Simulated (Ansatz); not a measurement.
# Al(111) with 4 thermally displaced layers, 2x2: scattering by thermal displacements

Aim: the resistivity of Al at 800 K from frozen thermal displacements between perfect leads.

Method: Ansatz plane-wave DFT, PBE, PAW files; ballistic transport by layer matching (Landauer), zero bias; PAW set soft_1, in Ansatz 0.2.0.

### 1. The structure

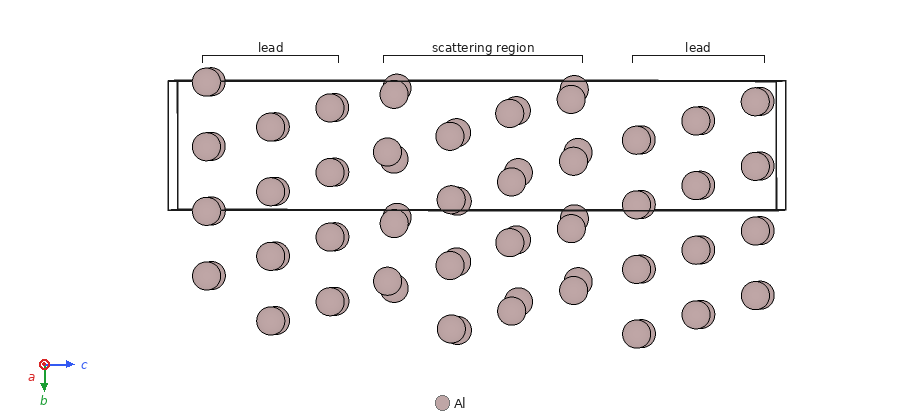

The starting structure, seen from the side, with the c axis across the page (aluminium light grey). 1×2×1 cells are drawn.

The cell holds 40 atoms: 40 Al. Cell: a = 5.725 Å, b = 5.725 Å, c = 23.429 Å, α = 93.5°, β = 86.5°, γ = 120.0°. It derives from Al. Regions: lead, 24 atoms (24 Al); scattering region, 16 atoms (16 Al). The structure is stacked along c, and the current runs across the ab planes.

### 2. With 4 displaced layers

Each atom of 4 layers is moved at random, by amounts drawn from a normal law 0.1541 Å wide in each direction from the Debye model (428 K) at 800 K. The layers about the cell's end stay perfect and serve as the lead. Disorder leaves little or no symmetry, which makes such runs dear. Energies from -0.05 to 0.05 eV in steps of 0.05 eV are too few for the program's thermal sum, so it prints no conductance; for a metal the transmission near the Fermi level serves, at a fraction of the cost.

The input, input.yaml:

```yaml
crystal:
  lattice:
    - [5.7246940741, 0.0, 0.0]
    - [-2.862347037, 4.957730497, 0.0]
    - [1.4311735185, -0.8262884162, 23.3709656917]
  atoms:
    - { symbol: Al, position: [0.9916666667, 0.0083333333, 0.05] }
    - { symbol: Al, position: [0.9916666667, 0.5083333333, 0.05] }
    - { symbol: Al, position: [0.4916666667, 0.0083333333, 0.05] }
    - { symbol: Al, position: [0.4916666667, 0.5083333333, 0.05] }
    - { symbol: Al, position: [0.1416666667, 0.3583333333, 0.15] }
    - { symbol: Al, position: [0.1416666667, 0.8583333333, 0.15] }
    - { symbol: Al, position: [0.6416666667, 0.3583333333, 0.15] }
    - { symbol: Al, position: [0.6416666667, 0.8583333333, 0.15] }
    - { symbol: Al, position: [0.2916666667, 0.2083333333, 0.25] }
    - { symbol: Al, position: [0.2916666667, 0.7083333333, 0.25] }
    - { symbol: Al, position: [0.7916666667, 0.2083333333, 0.25] }
    - { symbol: Al, position: [0.7916666667, 0.7083333333, 0.25] }
    - { symbol: Al, position: [0.9623711651, 0.1019389354, 0.358074455] }
    - { symbol: Al, position: [0.923880733, 0.5484931827, 0.3465230125] }
    - { symbol: Al, position: [0.4553091557, 0.0574115852, 0.3549241369] }
    - { symbol: Al, position: [0.4163947299, 0.6069144478, 0.3493642331] }
    - { symbol: Al, position: [0.1082736799, 0.4036724022, 0.4475006437] }
    - { symbol: Al, position: [0.1171666008, 0.9337360075, 0.4486647422] }
    - { symbol: Al, position: [0.5991661941, 0.4286879507, 0.4442619373] }
    - { symbol: Al, position: [0.5577811575, 0.9198722237, 0.4455790313] }
    - { symbol: Al, position: [0.1778437207, 0.2325193969, 0.5469171793] }
    - { symbol: Al, position: [0.1863186305, 0.7119890147, 0.5502415493] }
    - { symbol: Al, position: [0.763010761, 0.2502707011, 0.545097551] }
    - { symbol: Al, position: [0.7635041308, 0.7802947889, 0.5480220622] }
    - { symbol: Al, position: [0.9227598761, 0.1405176572, 0.6486355584] }
    - { symbol: Al, position: [0.8749009359, 0.6194100413, 0.6516320426] }
    - { symbol: Al, position: [0.402006744, 0.0676826057, 0.6456380568] }
    - { symbol: Al, position: [0.342022269, 0.5545804752, 0.6508335695] }
    - { symbol: Al, position: [0.0416666667, 0.4583333333, 0.75] }
    - { symbol: Al, position: [0.0416666667, 0.9583333333, 0.75] }
    - { symbol: Al, position: [0.5416666667, 0.4583333333, 0.75] }
    - { symbol: Al, position: [0.5416666667, 0.9583333333, 0.75] }
    - { symbol: Al, position: [0.1916666667, 0.3083333333, 0.85] }
    - { symbol: Al, position: [0.1916666667, 0.8083333333, 0.85] }
    - { symbol: Al, position: [0.6916666667, 0.3083333333, 0.85] }
    - { symbol: Al, position: [0.6916666667, 0.8083333333, 0.85] }
    - { symbol: Al, position: [0.8416666667, 0.1583333333, 0.95] }
    - { symbol: Al, position: [0.8416666667, 0.6583333333, 0.95] }
    - { symbol: Al, position: [0.3416666667, 0.1583333333, 0.95] }
    - { symbol: Al, position: [0.3416666667, 0.6583333333, 0.95] }
kpoints:
  mp_grid: { grid: [5, 5, 1] }
hamiltonian:
  xc: pbe
  pseudopotentials: { kind: paw, azcp: { folder: soft_1 } }
scf:
  occupations: { method: fermi_dirac, width: 0.1 }
output:
  transmission:
    leads: [[0, 4]]
    kmesh: [10, 10]
    e_range: [-0.05, 0.05]
    de: 0.05
  write_potential: true
  write_density: true
  volumetric_format: npy
```

Started as:

```console
> ansatz run input.yaml --threads 4 --pin off --max-ram 15360MiB --backend cpu --events-out ev --progress --plain --runs-dir out
```

Numbers of over 12 decimals in the logs are rounded to 6 here.

The program printed:

```text
Engine: ansatz 0.2.0, aarch64-unknown-linux-gnu
Pseudopotentials: kind: paw
Pseudopotential: Al, paw, valence charge 3, recommended cutoff 420 eV (normal), soft_1/Al.paw.azcp
Functional definition: PBE
  parameter kappa = 0.804
  parameter beta = 0.066725
  exchange = pbe_x(kappa = kappa, mu = beta*pi^2/3)
  correlation = pbe_c(beta = beta)
Crystal: 40 atoms, lattice volume = 663.303 Å³
Basis set: ecut = 420 eV, 13043 PW (Γ)
Bands: 100, of which v1, the nominal top of the filled ones, is band 60 counted from 1 (59 counted from 0)
Symmetry: 1 space group operations
Space group: P1 (ITA 1), of the structure as read, at distance tolerance 8.7e-5 Å
k-points: 13 of 25 (time reversal used)
Non-local potential: Al, projectors of the file, l = 0: 2, l = 1: 2, l = 2: 1
PAW form: soft (Blöchl's): semilocal exchange-correlation on the pseudo side does not see the compensation charge
PAW one-centre angular grid: Al, 110 points (default); XC on 64 Gauss nodes
Initial density: superposition of atomic densities (chi_scale 0.1, normalization cell)
Initial wavefunctions: pseudopotential atomic-orbital guess
Functional: x = pbe(κ = 0.804, μ = 0.219515), c = pbe(β = 0.066725)
SCF iter   1: F=—  HF=-21499.905487 eV  |F-HF|=—  |Δ(HF+E_count)|=         —  Δρ=2.46e-2  dr2=7.89e0  ethr=3.10e-3  ⟨swp⟩=6.8  Hψ=6231  notcnv=0  defer=16
preconditioner: auto → Kerker (q_TF=auto, 2.052 Å⁻¹)  [metal: Δε(μ)=0.011 eV  Ē_g=6.740 eV  σ=0.100 eV  W_gap=0.03  n_scr=86 (ndim 8)  ℏωp=15.8 eV  f_vac=0.000  D(μ)=18.53/eV (n_scr^D=122)]
SCF iter   2: F=—  HF=-21498.872953 eV  |F-HF|=—  |Δ(HF+E_count)|=    1.03e0  Δρ=1.58e-2  dr2=2.41e0  ethr=3.10e-3  ⟨swp⟩=1.2  Hψ=1499  notcnv=0  defer=59
SCF iter   3: F=—  HF=-21497.937173 eV  |F-HF|=—  |Δ(HF+E_count)|=   9.36e-1  Δρ=2.25e-3  dr2=4.98e-2  ethr=2.01e-3  ⟨swp⟩=2.6  Hψ=1809  notcnv=0  defer=113
SCF iter   4: F=—  HF=-21497.918994 eV  |F-HF|=—  |Δ(HF+E_count)|=   1.82e-2  Δρ=2.95e-4  dr2=1.75e-3  ethr=4.15e-5  ⟨swp⟩=1.6  Hψ=1496  notcnv=0  defer=114
SCF iter   5: F=—  HF=-21497.918577 eV  |F-HF|=—  |Δ(HF+E_count)|=   4.16e-4  Δρ=4.00e-5  dr2=3.45e-5  ethr=1.46e-6  ⟨swp⟩=1.0  Hψ=1186  notcnv=0  defer=114
SCF iter   6: F=—  HF=-21497.918596 eV  |F-HF|=—  |Δ(HF+E_count)|=   1.81e-5  Δρ=8.32e-6  dr2=1.13e-6  ethr=2.87e-8  ⟨swp⟩=2.3  Hψ=2086  notcnv=0  defer=114
SCF iter   7: F=-21497.918595 eV  HF=-21497.918595 eV  |F-HF|=2.41e-8  |Δ(HF+E_count)|=   1.54e-7  Δρ=1.54e-6  dr2=3.66e-8  ethr=8.33e-11  ⟨swp⟩=13.6  Hψ=5103  notcnv=0
SCF 1 converged in 7 iterations: F = -21497.918595 eV  dr2 = 3.66e-8
  greatest PAW one-centre occupation: 0.461 electrons in one spin orbital (limit 2), on the Al atom at site 20 (counted from 0), in its partial waves of l = 0
transmission: 159 of 1508 steps passed
transmission: 306 of 1508 steps passed
[...]
transmission: 1508 of 1508 steps passed
SCF converged after 7 iterations
Free energy (F): -21497.918595 eV
Harris-Foulkes:  -21497.918595 eV  (|F-HF|=2.41e-8)
Internal energy: -21497.291716 eV  (E = F + TS)
E sigma→0 (E₀):  -21497.605156 eV
Entropy (-TS):   -0.626880 eV (-15.672 meV/atom)
Fermi energy:    7.911677 eV
--- Per-component energies (eV) ---
  E_band       = 413.893126
  E_kinetic    = 903.091403
  E_local      = 389.713669  (includes V_loc(G=0)·N_el)
  E_nonlocal   = 402.880742
  E_hartree    = 13.023884
  E_xc         = -1507.804583
  E_vxc        = -1167.024456  (∫ρ·V_xc dr)
  E_paw        = -18777.385372  (= ΣΔE_a)
  E_vpaw       = -140.815986  (= ΣTr[D̂ρ^β])
  E_aug_tail   = -0.000082  (compensation charges beyond the density's cutoff)
  E_ewald      = -2920.811376
  E_smearing   = -0.626880  (= −TS)
  E_closure    = 0.000000  (closes the sum)
  Σ components = -21497.918595   (vs F -21497.918595, Δ=0.00e0)
--- Band table (eV; the first three rows and the last of 13) ---
  k-point 0: bands = [... 56 lower, 6.3074, 6.6954, 6.7364, 6.7553, 6.7756, 7.0889, 7.1506, 7.1908, ... 36 higher]
  k-point 1: bands = [... 56 lower, 6.7329, 6.8374, 7.0429, 7.2031, 7.2911, 7.3778, 7.5310, 7.6222, ... 36 higher]
  k-point 2: bands = [... 56 lower, 7.8164, 7.8754, 8.0205, 8.0738, 8.1404, 8.1721, 8.2171, 8.3436, ... 36 higher]
  k-point 12: bands = [... 56 lower, 7.4689, 7.5364, 7.7784, 7.9288, 7.9657, 8.0066, 8.0660, 8.1036, ... 36 higher]
--- Transmission ---
  basis      : 253 plane waves across, 29 finite elements along
  points     : 52, standing for a mesh of 10 x 10
  energies   : 3 from -0.050000 to 0.050000 eV about the Fermi level, 0.050000 eV apart; the leads are filled to 0.000000 eV, and channels, transmission and decay are at 0.000000 eV
  crystal 0  : Al4, at the sites [0, 4], period 2.3371 Å, over 14.02 Å; its Hamiltonian steps by up to 7.4 meV
    offset         : up to 0.0000 Å between an atom of the period and one for which it stands
    channels       : 5.410000e0 a spin
    conductance    : none, the energies end too early or step too widely for 300 K: set another output.transmission.e_range or a lower de, or, where they end at an eighth of basis.ecutwfc, a higher one
  junction   : crystal 0 to crystal 0, 0.70 to 21.73 Å
    transmission   : 4.814860e0 a spin
    conductance    : none, the energies end too early or step too widely for 300 K: set another output.transmission.e_range or a lower de, or, where they end at an eighth of basis.ecutwfc, a higher one
```

Run time: 6.6 min. Hardware: 4 threads of Arm Neoverse V1, shared host; peak memory 1.7 GiB.

Reading the cycles: dr2 is the Hartree energy of the density residual (eV), the measure of convergence; HF is the Harris–Foulkes estimate of the energy, which meets the free energy F at convergence.

This step gave:

```yaml
free_energy: -21497.9186 eV
energy_at_zero_smearing: -21497.6052 eV
fermi_energy: 7.912 eV
cell_area: 28.38 Å²
transmission_per_spin_nearest_the_fermi_level: 4.815
open_channels_per_spin_nearest_the_fermi_level: 5.41
step_of_the_lead_s_potential: 7.4 meV
```

Per spin. Transmission, zone mean against energy, zero at the Fermi level:

| energy (eV) | transmission, zone mean |
| --- | --- |
| -0.0500 | 4.71 |
| 0.0000 | 4.81 |
| 0.0500 | 4.92 |

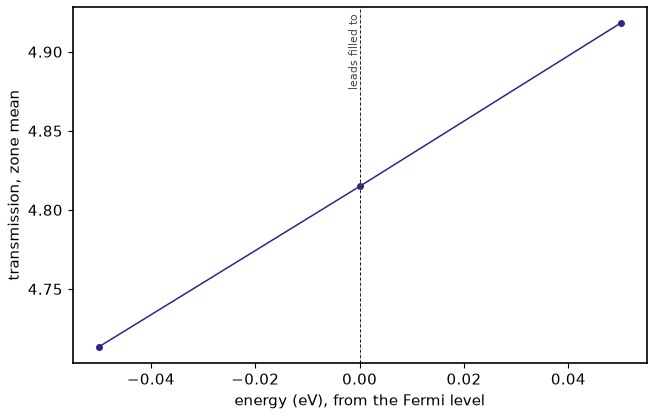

Transmission, zone mean, plotted against energy.

Per spin. Open channels, zone mean, lead against energy, zero at the Fermi level:

```csv
energy (eV),"open channels, zone mean, lead"
-0.0500,5.29
0.0000,5.41
0.0500,5.59
```

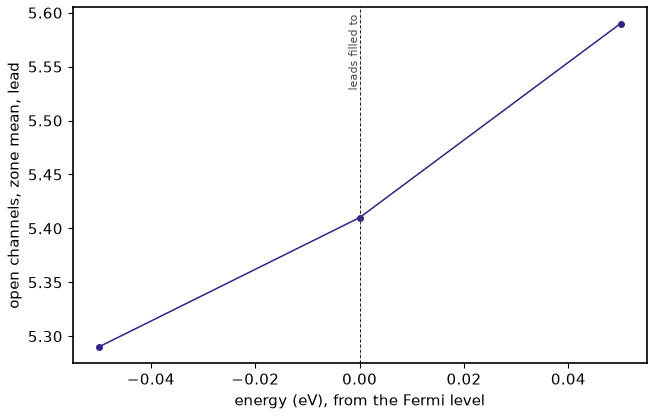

Open channels, zone mean, lead, plotted against energy.

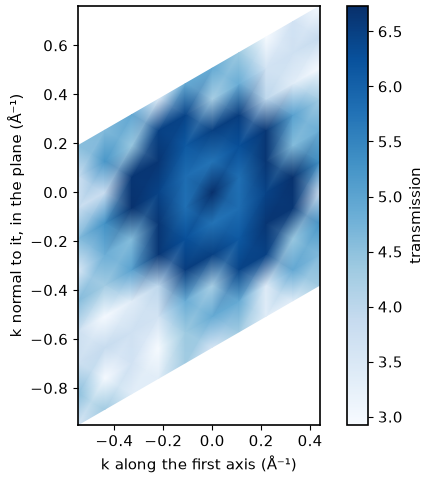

Transmission over k1 and k2. At 0.0000 eV from the Fermi level.

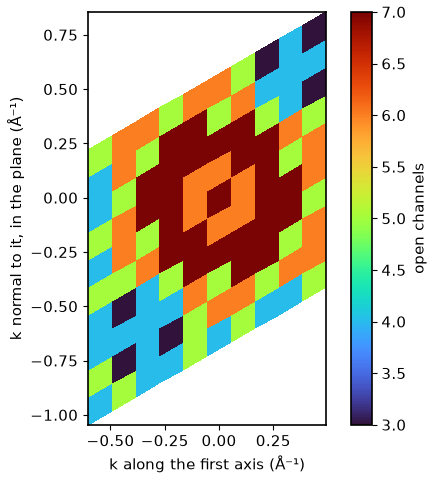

Open channels over k1 and k2. At 0.0000 eV from the Fermi level.

Over the solved energies the transmission per spin lies between 4.71 and 4.92, out of 5.43 channels of the lead on average (up to 5.59).

### 3. With 8 displaced layers

System of this step: Al(111) with 8 thermally displaced layers, 2x2. The cell holds 56 atoms: 56 Al. Cell: a = 5.725 Å, b = 5.725 Å, c = 32.761 Å, α = 87.5°, β = 92.5°, γ = 120.0°. It derives from Al. Regions: lead, 24 atoms (24 Al); scattering region, 32 atoms (32 Al). The structure is stacked along c, and the current runs across the ab planes.

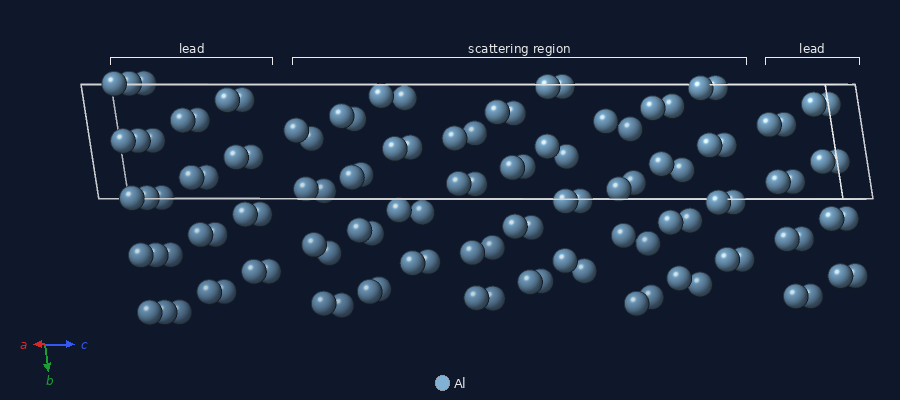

The cell of this step (aluminium light blue). 1×2×1 cells are drawn. Some periodic images of atoms are drawn too.

The input, input.yaml:

```yaml
crystal:
  lattice:
    - [5.7246940741, 0.0, 0.0]
    - [-2.862347037, 4.957730497, 0.0]
    - [-1.4311735185, 0.8262884162, 32.7193519684]
  atoms:
    - { symbol: Al, position: [0.005952381, 0.994047619, 0.0357142857] }
    - { symbol: Al, position: [0.005952381, 0.494047619, 0.0357142857] }
    - { symbol: Al, position: [0.505952381, 0.994047619, 0.0357142857] }
    - { symbol: Al, position: [0.505952381, 0.494047619, 0.0357142857] }
    - { symbol: Al, position: [0.1845238095, 0.3154761905, 0.1071428571] }
    - { symbol: Al, position: [0.1845238095, 0.8154761905, 0.1071428571] }
    - { symbol: Al, position: [0.6845238095, 0.3154761905, 0.1071428571] }
    - { symbol: Al, position: [0.6845238095, 0.8154761905, 0.1071428571] }
    - { symbol: Al, position: [0.3630952381, 0.1369047619, 0.1785714286] }
    - { symbol: Al, position: [0.3630952381, 0.6369047619, 0.1785714286] }
    - { symbol: Al, position: [0.8630952381, 0.1369047619, 0.1785714286] }
    - { symbol: Al, position: [0.8630952381, 0.6369047619, 0.1785714286] }
    - { symbol: Al, position: [0.0454797643, 0.9342847832, 0.256525302] }
    - { symbol: Al, position: [0.0738535319, 0.4775164024, 0.2518917228] }
    - { symbol: Al, position: [0.5471722922, 0.9164546176, 0.2528911232] }
    - { symbol: Al, position: [0.5306933672, 0.4031216892, 0.2516342374] }
    - { symbol: Al, position: [0.2252978537, 0.3043956074, 0.3193609357] }
    - { symbol: Al, position: [0.2243871605, 0.791105204, 0.3173020718] }
    - { symbol: Al, position: [0.7351049954, 0.2761131994, 0.3237477752] }
    - { symbol: Al, position: [0.723546783, 0.8130451711, 0.3242785942] }
    - { symbol: Al, position: [0.4048270157, 0.1198424544, 0.3987895935] }
    - { symbol: Al, position: [0.4232600788, 0.5515918465, 0.3970159954] }
    - { symbol: Al, position: [0.909078358, 0.099063458, 0.388116547] }
    - { symbol: Al, position: [0.9134853006, 0.561531697, 0.3955270077] }
    - { symbol: Al, position: [0.087325561, 0.8731400497, 0.4628610945] }
    - { symbol: Al, position: [0.0471239812, 0.4290154681, 0.4714172237] }
    - { symbol: Al, position: [0.6037632749, 0.8678079405, 0.4615781591] }
    - { symbol: Al, position: [0.6211905414, 0.4713740842, 0.4662692834] }
    - { symbol: Al, position: [0.240473682, 0.2532952712, 0.5356360224] }
    - { symbol: Al, position: [0.2393591859, 0.7209169003, 0.5375379729] }
    - { symbol: Al, position: [0.7626201441, 0.241331743, 0.5346703108] }
    - { symbol: Al, position: [0.7147603021, 0.7279907665, 0.5413957097] }
    - { symbol: Al, position: [0.4080699076, 0.0196841944, 0.6134270276] }
    - { symbol: Al, position: [0.4816039889, 0.6309447755, 0.60743724] }
    - { symbol: Al, position: [0.9006486939, 0.0194455192, 0.6133770891] }
    - { symbol: Al, position: [0.9904182926, 0.5404700716, 0.604095586] }
    - { symbol: Al, position: [0.1160262952, 0.8613106465, 0.6772973126] }
    - { symbol: Al, position: [0.1075214781, 0.3920114015, 0.6837271577] }
    - { symbol: Al, position: [0.6276391313, 0.9157933058, 0.6765940839] }
    - { symbol: Al, position: [0.5875528742, 0.321588449, 0.6717433197] }
    - { symbol: Al, position: [0.3043734454, 0.189536808, 0.7527309407] }
    - { symbol: Al, position: [0.3274489484, 0.7487914941, 0.7538232142] }
    - { symbol: Al, position: [0.8167559786, 0.2054107401, 0.746711629] }
    - { symbol: Al, position: [0.763505716, 0.6940520873, 0.7446793983] }
    - { symbol: Al, position: [0.4702380952, 0.0297619048, 0.8214285714] }
    - { symbol: Al, position: [0.4702380952, 0.5297619048, 0.8214285714] }
    - { symbol: Al, position: [0.9702380952, 0.0297619048, 0.8214285714] }
    - { symbol: Al, position: [0.9702380952, 0.5297619048, 0.8214285714] }
    - { symbol: Al, position: [0.1488095238, 0.8511904762, 0.8928571429] }
    - { symbol: Al, position: [0.1488095238, 0.3511904762, 0.8928571429] }
    - { symbol: Al, position: [0.6488095238, 0.8511904762, 0.8928571429] }
    - { symbol: Al, position: [0.6488095238, 0.3511904762, 0.8928571429] }
    - { symbol: Al, position: [0.3273809524, 0.1726190476, 0.9642857143] }
    - { symbol: Al, position: [0.3273809524, 0.6726190476, 0.9642857143] }
    - { symbol: Al, position: [0.8273809524, 0.1726190476, 0.9642857143] }
    - { symbol: Al, position: [0.8273809524, 0.6726190476, 0.9642857143] }
kpoints:
  mp_grid: { grid: [5, 5, 1] }
hamiltonian:
  xc: pbe
  pseudopotentials: { kind: paw, azcp: { folder: soft_1 } }
scf:
  occupations: { method: fermi_dirac, width: 0.1 }
output:
  transmission:
    leads: [[0, 4]]
    kmesh: [10, 10]
    e_range: [-0.05, 0.05]
    de: 0.05
  write_potential: true
  write_density: true
  volumetric_format: npy
```

The program printed:

```text
[...]
Crystal: 56 atoms, lattice volume = 928.624 Å³
Basis set: ecut = 420 eV, 18271 PW (Γ)
Bands: 140, of which v1, the nominal top of the filled ones, is band 84 counted from 1 (83 counted from 0)
Symmetry: 1 space group operations
[...]
k-points: 13 of 25 (time reversal used)
[...]
SCF iter   1: F=—  HF=-30098.014570 eV  |F-HF|=—  |Δ(HF+E_count)|=         —  Δρ=2.60e-2  dr2=2.05e1  ethr=3.10e-3  ⟨swp⟩=6.8  Hψ=8719  notcnv=0  defer=52
[...]
SCF iter   8: F=-30094.606762 eV  HF=-30094.606762 eV  |F-HF|=5.26e-9  |Δ(HF+E_count)|=   8.49e-9  Δρ=6.14e-7  dr2=8.22e-9  ethr=5.95e-11  ⟨swp⟩=13.2  Hψ=7275  notcnv=0
SCF 1 converged in 8 iterations: F = -30094.606762 eV  dr2 = 8.22e-9
[...]
transmission: 222 of 2132 steps passed
transmission: 432 of 2132 steps passed
[...]
transmission: 2132 of 2132 steps passed
SCF converged after 8 iterations
Free energy (F): -30094.606762 eV
[...]
Internal energy: -30093.732563 eV  (E = F + TS)
E sigma→0 (E₀):  -30094.169662 eV
Entropy (-TS):   -0.874199 eV (-15.611 meV/atom)
Fermi energy:    7.907975 eV
[...]
--- Band table (eV; the first three rows and the last of 13) ---
  k-point 0: bands = [... 80 lower, 6.5062, 6.5669, 6.5807, 6.9540, 7.0092, 7.0551, 7.1035, 7.1803, ... 52 higher]
  k-point 1: bands = [... 80 lower, 6.9706, 7.0052, 7.1093, 7.1420, 7.1719, 7.5600, 7.6058, 7.6636, ... 52 higher]
  k-point 2: bands = [... 80 lower, 7.9491, 8.0088, 8.0647, 8.0899, 8.1257, 8.1746, 8.2266, 8.2576, ... 52 higher]
  k-point 12: bands = [... 80 lower, 7.7191, 7.8370, 7.8689, 7.8958, 7.9628, 7.9758, 7.9985, 8.0186, ... 52 higher]
--- Transmission ---
  basis      : 253 plane waves across, 41 finite elements along
  points     : 52, standing for a mesh of 10 x 10
[...]
channels       : 5.530000e0 a spin
[...]
junction   : crystal 0 to crystal 0, 0.70 to 31.08 Å
    transmission   : 4.315521e0 a spin
[...]
```

The job ended after 9.5 min (4 threads; peak memory 3.1 GiB).

Numbers from this step:

- free energy: -30094.6068 eV
- energy at zero smearing: -30094.1697 eV
- Fermi energy: 7.908 eV
- transmission per spin nearest the Fermi level: 4.316
- open channels per spin nearest the Fermi level: 5.53
- step of the lead's potential: 7 meV

Per spin. Transmission, zone mean against energy, zero at the Fermi level:

| energy (eV) | transmission, zone mean |
| --- | --- |
| -0.0500 | 4.15 |
| 0.0000 | 4.32 |
| 0.0500 | 4.32 |

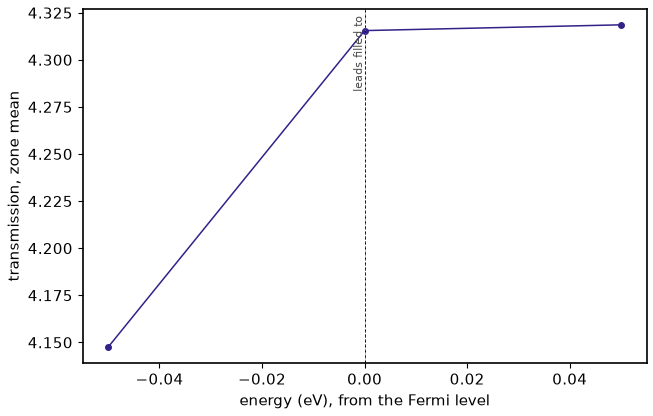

Transmission, zone mean, plotted against energy.

Over the solved energies the transmission per spin lies between 4.15 and 4.32, out of 5.47 channels of the lead on average (up to 5.59).

[end of part 1 of 2]

[Logs are printed without paths, hosts, clocks, repeated set-up lines and the standing remarks that a program may print on its own settings, such as how far it seeks lower states.]

[Hosts, paths, dates, database ids (printed as entryN), source tags and the programs' standing remarks are cut or masked in the printed files.]
